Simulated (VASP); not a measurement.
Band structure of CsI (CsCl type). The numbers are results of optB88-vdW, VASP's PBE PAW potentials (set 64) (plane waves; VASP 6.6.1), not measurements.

Unless said otherwise, spin-orbit coupling is left out, though it shifts the bands of the heavy elements here.

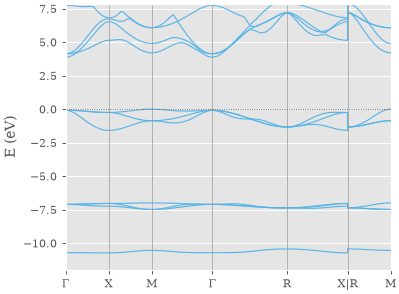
*Bands along high-symmetry lines, zero at the valence-band maximum or, without a gap, the Fermi level*

**Question.** Read the plot: is there a gap, and where are the band edges?

**Answer.** The gap is indirect, 3.86 eV, from the valence maximum at M to the conduction minimum at Γ. (Edges off the drawn lines would not show.)

Measured: gap 6.20 eV (computed value off by -2.34 eV), as given by Aguado et al., (1998), arXiv:cond-mat/9809176.

The compound is CsI in the CsCl type structure. It was relaxed first.
